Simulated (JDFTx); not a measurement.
System: Tl(0001) (P6_3/mmc bulk; lattice of mp-82, not re-optimised at this level), 1x1 cell of 4 atoms in 4 planes, area 10.59 Å² a face, 8.6 Å between the outermost planes in a cell 24.5 Å high; k mesh 8×8×1, Fermi width 0.01 Ha, no spin polarisation.

Computed with JDFTx (a modified build): PBE, GBRV ultrasoft potentials, plane waves to 20/100 Ha. Liquid on both sides: linear PCM (GLSSA13), water, 2 M NaCl; nuclei fixed. The electron chemical potential μ is absolute (zero in the bulk liquid) and is turned into a potential by U = −μ/e − 4.44 V vs SHE, a convention.

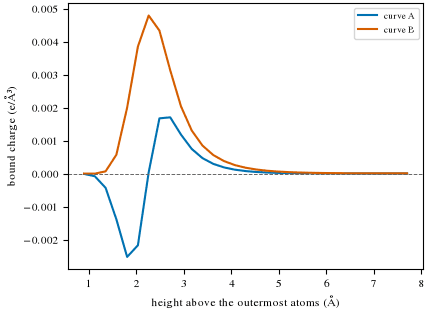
Fig. 1. Plane-averaged bound charge of the liquid for two states of the electrode

### Question
One curve is the neutral slab. Which, and what is the sign of the other's charge?

### Answer
Curve A is neutral (potential of zero charge, -1.16 V). Curve B is negatively charged, -9.0 μC/cm² at -1.65 V.
